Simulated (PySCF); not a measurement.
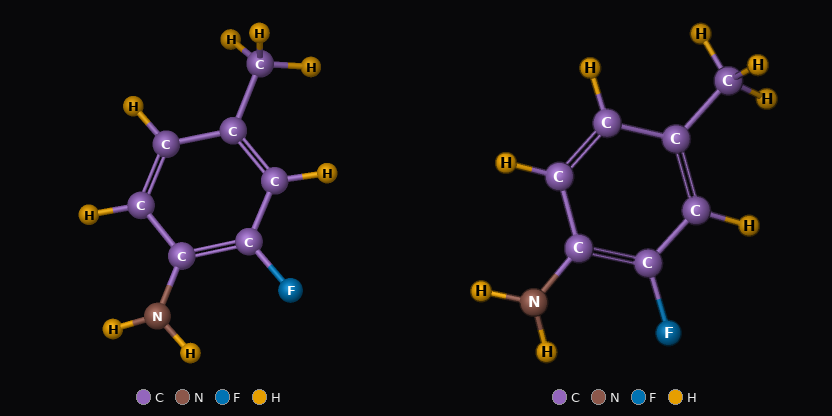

The same structure drawn twice, from different directions.

The geometry was computed by an optimisation with GFN2-xTB. No frequency run is at hand to confirm it as a minimum.

Identify the structure.

The molecule is C₇H₈FN. Its SMILES string is `Cc1ccc(N)c(F)c1`. Independent rings (smallest set): 1 of 6 members, 1 of them aromatic. Among its groups: C–F bond. The point group is C1. Coordination, clear cases only: 1 C tetrahedral; 6 C trigonal planar.

The parts below concern this one geometry. Atoms keep their numbers from picture to picture.

### Shape

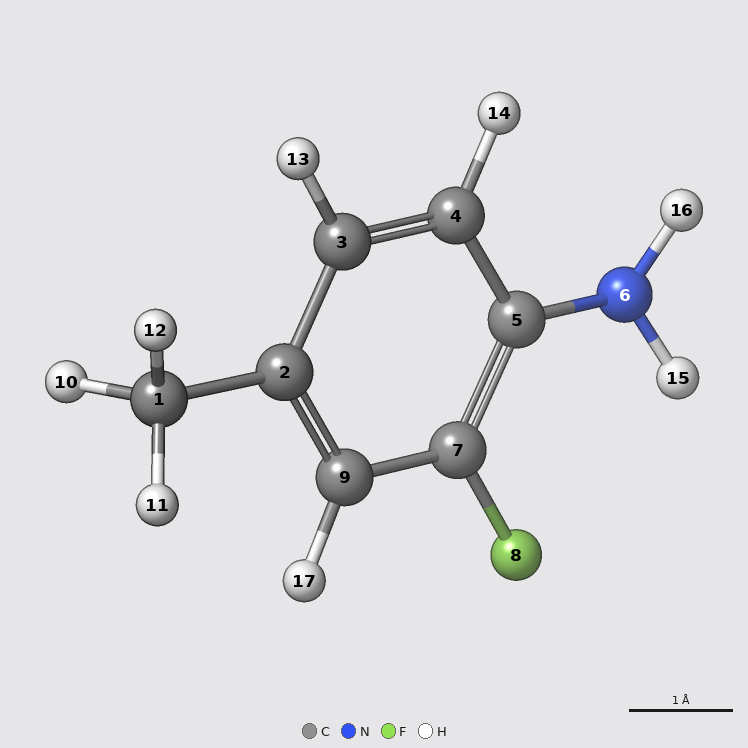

Numbered structure. No frequency run is at hand to confirm it as a minimum.

Which atoms are bonded, and how long are the bonds? Leave out bonds to hydrogen.

```tsv
bond	length (Å)	order
C1–C2	1.499	single
C2–C3	1.389	aromatic
C2–C9	1.390	aromatic
C3–C4	1.381	aromatic
C4–C5	1.394	aromatic
C5–N6	1.377	single
C5–C7	1.396	aromatic
C7–F8	1.363	single
C7–C9	1.376	aromatic
```

### Excitation

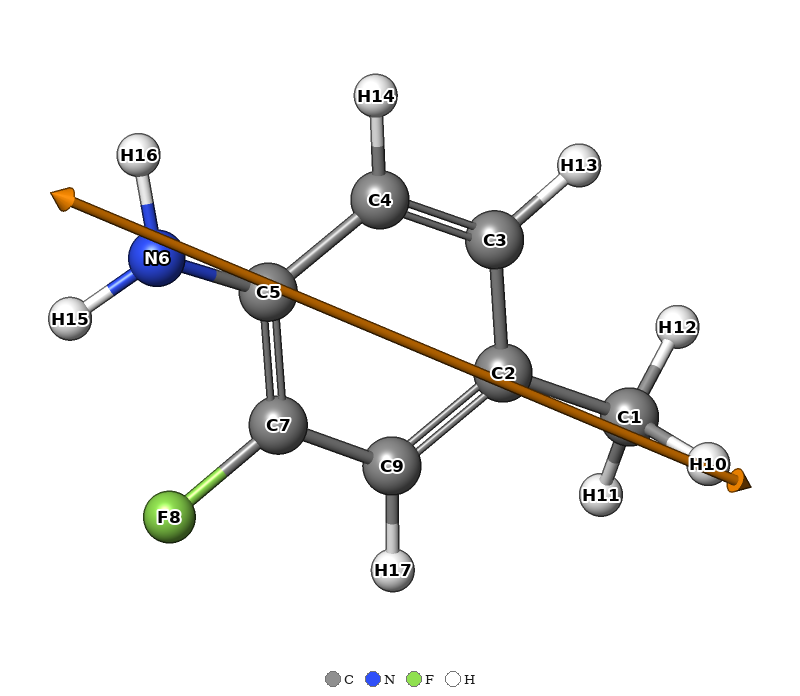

The double arrow shows the direction of the transition dipole to excited singlet state 3 (its length means nothing). No frequency run is at hand to confirm it as a minimum. Method: TDDFT PBE0/def2-SVPD, vertical, gas phase, core orbitals frozen in the response (PySCF 2.14.0).

> How is the transition polarised?

Nearly parallel to the C7–C9 bond.

> Give its energy, strength and character.

5.60 eV (221 nm), oscillator strength 0.19, mainly HOMO → LUMO+1 (weight 0.78); transition dipole 2.99 D.

### Charges

The questions are on Mulliken charges. No frequency run is at hand to confirm it as a minimum. Level of theory: PBE0/pcSseg-1, gas phase (PySCF 2.14.0).

Give the Mulliken charges atom by atom.

```
atom  value (e)
  C1      −0.12
  C2      −0.34
  C3      −0.01
  C4      −0.05
  C5      −0.06
  N6      −0.40
  C7       0.38
  F8      −0.31
  C9      −0.07
 H10       0.13
 H11       0.12
 H12       0.12
 H13       0.06
 H14       0.09
 H15       0.19
 H16       0.18
 H17       0.08
```

### NMR shielding

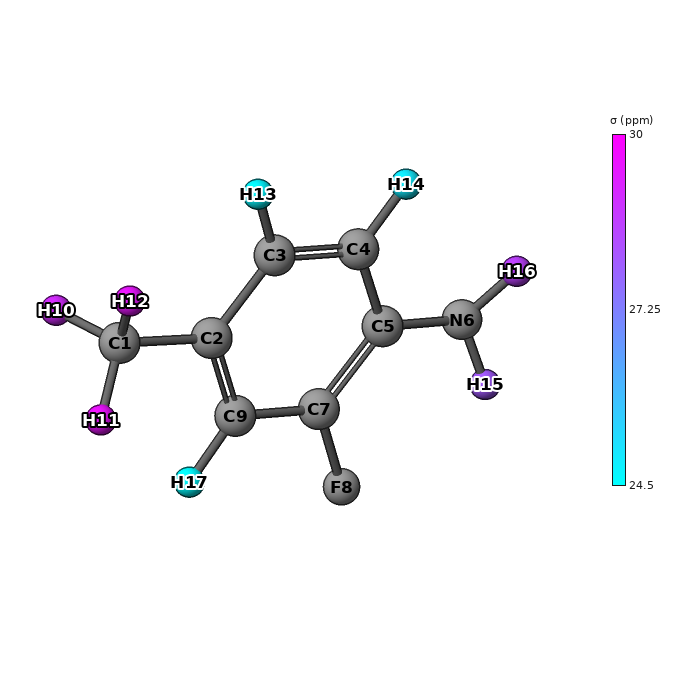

Atoms are coloured by their isotropic NMR shieldings (H only, the others grey). No frequency run is at hand to confirm it as a minimum. Method: GIAO PBE0/pcSseg-1 NMR shielding, non-relativistic, gas phase (PySCF 2.14.0).

> Which H atom is the most shielded (lowest chemical shift)?

H11 (29.57 ppm).

> Which H atom is the least shielded (highest chemical shift)?

H17 (24.59 ppm).

> How wide is the range of H shifts?

4.98 ppm.

List the isotropic NMR shieldings of the H atoms.

| atom | σ (ppm) |
| --- | --- |
| H10 | 29.04 |
| H11 | 29.57 |
| H12 | 29.50 |
| H13 | 24.69 |
| H14 | 24.95 |
| H15 | 28.02 |
| H16 | 28.57 |
| H17 | 24.59 |

Mulliken values depend strongly on the basis set and can even reverse the polarity of a bond.
